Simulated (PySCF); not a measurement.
## Electronic structure of C4H11BOSi (SMILES O[SiH2][C@H]1BCCC1) in real space

```xyz
18

O     2.8500    0.4513   -0.6408
Si    1.7549    0.7247    0.5331
C     0.4046   -0.6393    0.5326
B    -0.7980   -0.1055    1.3583
C    -1.9279    0.2807    0.3281
C    -1.2525    0.1782   -1.0488
C    -0.1567   -0.8740   -0.8814
H     3.2764   -0.3940   -0.7542
H     1.2856    2.0488    0.1499
H     2.4035    0.7181    1.8489
H     0.8921   -1.5388    0.9194
H    -0.8601   -0.0126    2.5211
H    -2.4080    1.2491    0.4739
H    -2.7294   -0.4623    0.3952
H    -0.7931    1.1365   -1.2991
H    -1.9506   -0.0799   -1.8466
H     0.5972   -0.8004   -1.6680
H    -0.5968   -1.8745   -0.9332
```

Geometry: GFN2-xTB.

Computed with PySCF 2.14.0, wB97X-D/def2-SVPD, SCF density, gas phase.

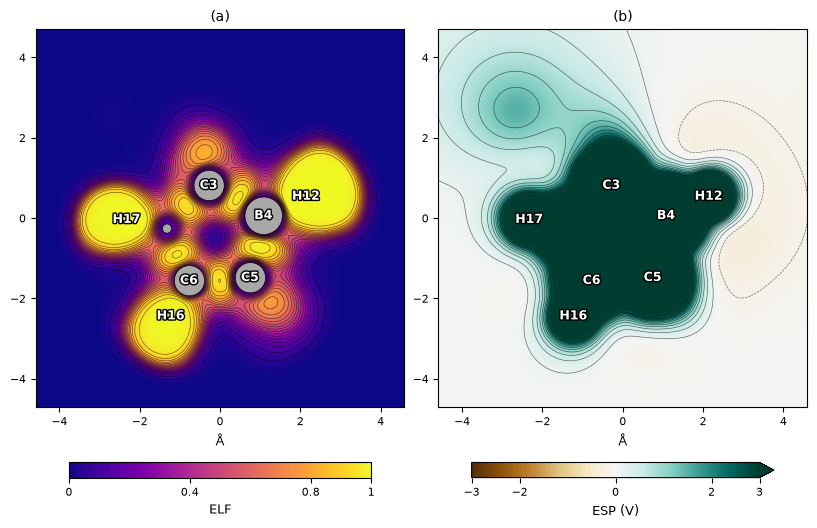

Figure 1. (a) ELF; (b) electrostatic potential on the plane of atoms C5, B4 and H12. Grey discs cover the atomic cores in the ELF map.

Q: What does the map show?

A: Atoms in the plane: C, B and H. C–C (1.54 Å): the ELF peaks at about 0.95 between the atoms, as expected for localised, covalent bonding. C–B (1.55 Å): the ELF peaks at about 0.95 between the atoms (localised, covalent bonding). C–H (1.09 Å): the ELF climbs to about 1 towards the hydrogen, as it does in any bond to H: an ordinary covalent bond to hydrogen. B–H (1.17 Å): the ELF climbs to about 1 towards the hydrogen (a covalent bond by its length). Outside the dense part of the molecule the potential is most negative (−0.3 V) near H12.

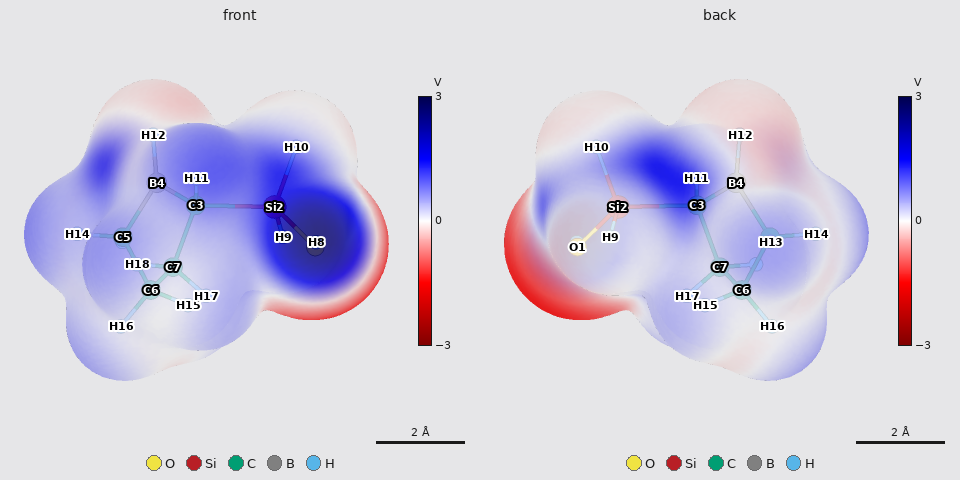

Figure 2. The electrostatic potential painted on the density surface at 0.002 e/bohr³, seen from the front and from behind; the colour scale runs from red (negative) to blue (positive).

Q: Where is the surface potential most negative and most positive?

A: The most negative region (about −1.4 V) lies over O1, the most positive (about +2.6 V) over H8. O1 is the likeliest acceptor of a hydrogen bond.

Q: What dipole moment does the calculation give?

A: Its dipole moment is 1.61 D.
